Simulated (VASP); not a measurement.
Band structure of Sb (a7). Computed with SCAN meta-GGA, VASP's PBE PAW potentials (set 64) (plane waves; VASP).

Unless said otherwise, spin-orbit coupling is left out, though it shifts the bands of the heavy elements here.

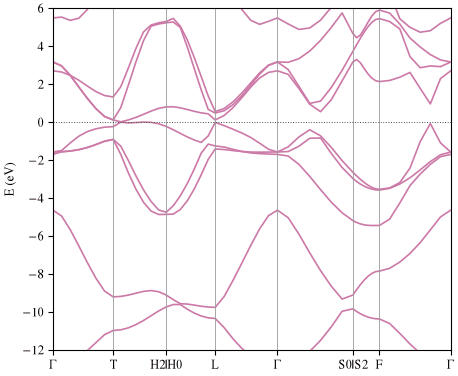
Figure: Bands along high-symmetry lines, zero at the valence-band maximum or, without a gap, the Fermi level

Question: Read the plot: is there a gap, and where are the band edges?

Answer: It has no gap at this level: it comes out as a metal or semimetal.

The compound is Sb in the a7 structure. It was relaxed first.
